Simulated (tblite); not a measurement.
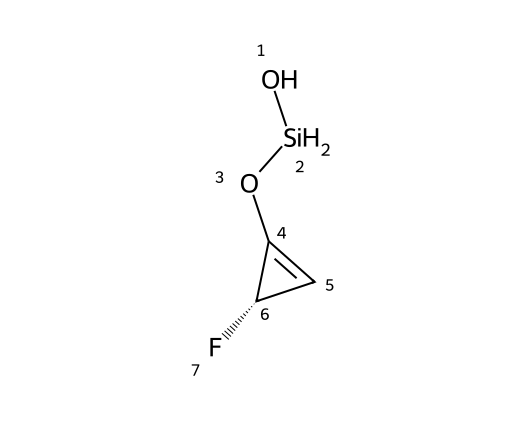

Skeletal drawing with numbered atoms; wedges and dashes mark any stereocentres. The configuration is that of a computed structure (GFN2-xTB).

Question: What are the Cahn–Ingold–Prelog descriptors?

Answer: C6: S.
